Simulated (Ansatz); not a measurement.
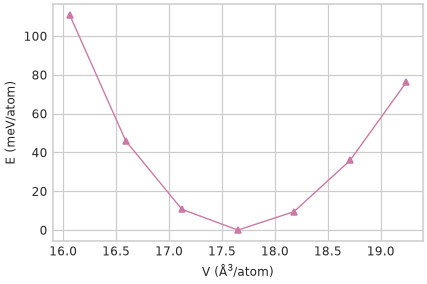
Figure: Pt (simple cubic, Pm-3m) under volume change, r²SCAN in the plane-wave PAW code Ansatz, scaled uniformly.

**Question.** What does a third-order Birch–Murnaghan fit give for V₀, B₀ and B′?

**Answer.** V₀ = 17.65 Å³/atom, B₀ = 204 GPa, B′ = 5.4.

A made-up cell: these elements were put on the sites of a structure type; neither database checked (COD, Materials Project) lists it. It is not the phase usual at ambient conditions (space group No. 225). The cell was relaxed with r²SCAN under the symmetry of its start; whether a distortion lowers the energy is not shown. The run is not spin-polarised. Scalar-relativistic: spin–orbit coupling is off unless named, which matters more the heavier the elements.

Potentials: the earlier of the program's two PAW sets.
